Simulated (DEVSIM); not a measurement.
Structure: Cr/Al2O3/p-Ge capacitor, at 300 K.

| layer (left to right) | material | thickness (nm) | Na (cm⁻³) |
|---|---|---|---|
| 1 | Al2O3 | 12.0 | - |
| 2 | Ge | 790 | 1.1e17 |

Metal gate on the left, work function 4.5 eV. Fixed charge at the semiconductor interface 1e12 cm⁻² (in units of +e); no interface traps.

This is a model device: material constants are rounded textbook-type values typed into the input, and sizes, dopings and lifetimes were drawn at random. Values at 300 K.

```csv
parameter,Al2O3,Ge
gap (eV),6.8,0.664
affinity (eV),1.35,4
permittivity,9,16
Nc (cm⁻³),-,1.04e19
Nv (cm⁻³),-,6e18
```

Model (solved in DEVSIM): 1D Poisson equation in equilibrium, Boltzmann statistics, complete ionisation; no quantum confinement or tunnelling. Metal contacts follow the ideal Schottky-Mott rule: no Fermi-level pinning, no interface dipoles.

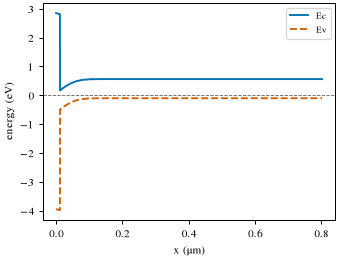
Figure. Band edges at 0.3 V on the gate

Energies count from the Fermi level of the right contact; mesh points crowd at the junctions.

```json
[
 {"x (μm)": "0.000", "Ec (eV)": "2.850", "Ev (eV)": "-3.950", "n (cm⁻³)": "< 1e2", "p (cm⁻³)": "< 1e2", "field (V/cm)": "-29000"},
 {"x (μm)": "0.001049", "Ec (eV)": "2.847", "Ev (eV)": "-3.953", "n (cm⁻³)": "< 1e2", "p (cm⁻³)": "< 1e2", "field (V/cm)": "-29000"},
 {"x (μm)": "0.002975", "Ec (eV)": "2.841", "Ev (eV)": "-3.959", "n (cm⁻³)": "< 1e2", "p (cm⁻³)": "< 1e2", "field (V/cm)": "-29000"},
 {"x (μm)": "0.006000", "Ec (eV)": "2.832", "Ev (eV)": "-3.968", "n (cm⁻³)": "< 1e2", "p (cm⁻³)": "< 1e2", "field (V/cm)": "-29000"},
 {"x (μm)": "0.009877", "Ec (eV)": "2.821", "Ev (eV)": "-3.979", "n (cm⁻³)": "< 1e2", "p (cm⁻³)": "< 1e2", "field (V/cm)": "-29000"},
 {"x (μm)": "0.01143", "Ec (eV)": "2.816", "Ev (eV)": "-3.984", "n (cm⁻³)": "< 1e2", "p (cm⁻³)": "< 1e2", "field (V/cm)": "-29000"},
 {"x (μm)": "0.01231", "Ec (eV)": "0.168", "Ev (eV)": "-0.496", "n (cm⁻³)": "1.6e16", "p (cm⁻³)": "2.8e10", "field (V/cm)": "96000"},
 {"x (μm)": "0.01451", "Ec (eV)": "0.188", "Ev (eV)": "-0.476", "n (cm⁻³)": "7.1e15", "p (cm⁻³)": "6.1e10", "field (V/cm)": "93000"},
 {"x (μm)": "0.01806", "Ec (eV)": "0.221", "Ev (eV)": "-0.443", "n (cm⁻³)": "2.0e15", "p (cm⁻³)": "2.1e11", "field (V/cm)": "88000"},
 {"x (μm)": "0.02552", "Ec (eV)": "0.283", "Ev (eV)": "-0.381", "n (cm⁻³)": "1.8e14", "p (cm⁻³)": "2.4e12", "field (V/cm)": "79000"},
 {"x (μm)": "0.03970", "Ec (eV)": "0.383", "Ev (eV)": "-0.281", "n (cm⁻³)": "3.9e12", "p (cm⁻³)": "1.1e14", "field (V/cm)": "61000"},
 {"x (μm)": "0.08272", "Ec (eV)": "0.538", "Ev (eV)": "-0.126", "n (cm⁻³)": "9.7e9", "p (cm⁻³)": "4.5e16", "field (V/cm)": "14000"},
 {"x (μm)": "0.1570", "Ec (eV)": "0.560", "Ev (eV)": "-0.104", "n (cm⁻³)": "4.0e9", "p (cm⁻³)": "1.1e17", "field (V/cm)": "110"},
 {"x (μm)": "0.2983", "Ec (eV)": "0.561", "Ev (eV)": "-0.103", "n (cm⁻³)": "4.0e9", "p (cm⁻³)": "1.1e17", "field (V/cm)": "≈ 0"},
 {"x (μm)": "0.5802", "Ec (eV)": "0.561", "Ev (eV)": "-0.103", "n (cm⁻³)": "4.0e9", "p (cm⁻³)": "1.1e17", "field (V/cm)": "≈ 0"},
 {"x (μm)": "0.6897", "Ec (eV)": "0.561", "Ev (eV)": "-0.103", "n (cm⁻³)": "4.0e9", "p (cm⁻³)": "1.1e17", "field (V/cm)": "≈ 0"},
 {"x (μm)": "0.7474", "Ec (eV)": "0.561", "Ev (eV)": "-0.103", "n (cm⁻³)": "4.0e9", "p (cm⁻³)": "1.1e17", "field (V/cm)": "≈ 0"},
 {"x (μm)": "0.7748", "Ec (eV)": "0.561", "Ev (eV)": "-0.103", "n (cm⁻³)": "4.0e9", "p (cm⁻³)": "1.1e17", "field (V/cm)": "≈ 0"},
 {"x (μm)": "0.7918", "Ec (eV)": "0.561", "Ev (eV)": "-0.103", "n (cm⁻³)": "4.0e9", "p (cm⁻³)": "1.1e17", "field (V/cm)": "≈ 0"},
 {"x (μm)": "0.7976", "Ec (eV)": "0.561", "Ev (eV)": "-0.103", "n (cm⁻³)": "4.0e9", "p (cm⁻³)": "1.1e17", "field (V/cm)": "≈ 0"},
 {"x (μm)": "0.8003", "Ec (eV)": "0.561", "Ev (eV)": "-0.103", "n (cm⁻³)": "4.0e9", "p (cm⁻³)": "1.1e17", "field (V/cm)": "≈ 0"},
 {"x (μm)": "0.8020", "Ec (eV)": "0.561", "Ev (eV)": "-0.103", "n (cm⁻³)": "4.0e9", "p (cm⁻³)": "1.1e17", "field (V/cm)": "≈ 0"}
]
```
